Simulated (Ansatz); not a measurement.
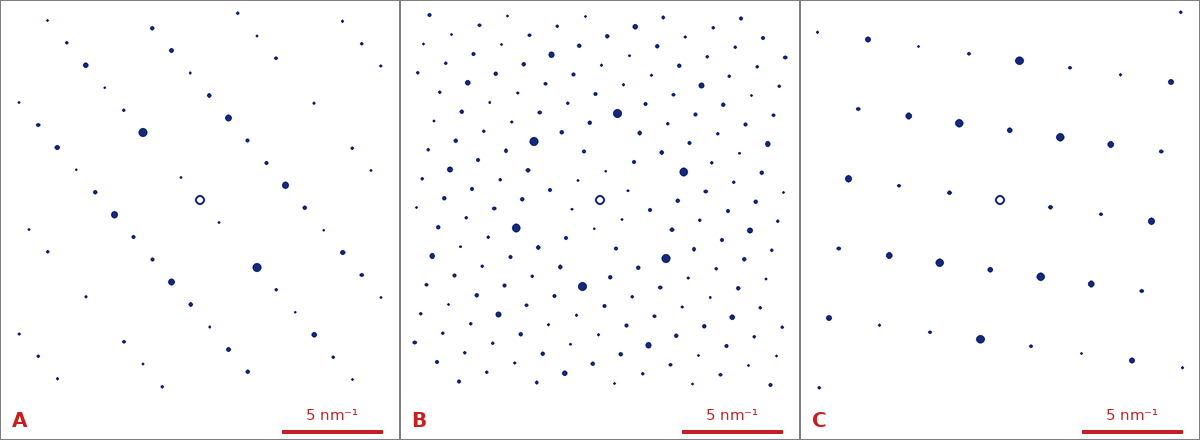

Computed electron diffraction patterns, 200 kV, single scattering only, B = 0.5 Å².

All three come from TlPdRu, space group P-62m (No. 189), a = 7.84 Å, c = 2.84 Å (hexagonal axes). Structure: the end point of a relaxation with DFT, PAW plane waves, r2scan in Ansatz; the starting structure was generated, so it need not be a known form of this composition.

Assign the zone axes [001], [101], [210] to A, B and C.

A is [101]: centred rectangular net of 0 1 0 (weak) at d = 6.79 Å and 1 0 -1 (weak) at d = 2.62 Å, at 78.9°. B is [001]: hexagonal net of 1 -1 0 (weak) at d = 6.79 Å and 1 0 0 (weak) at d = 6.79 Å, at 60.0°. C is [210]: rectangular net of 1 -2 0 at d = 3.92 Å and 0 0 1 at d = 2.84 Å, at 90.0°.
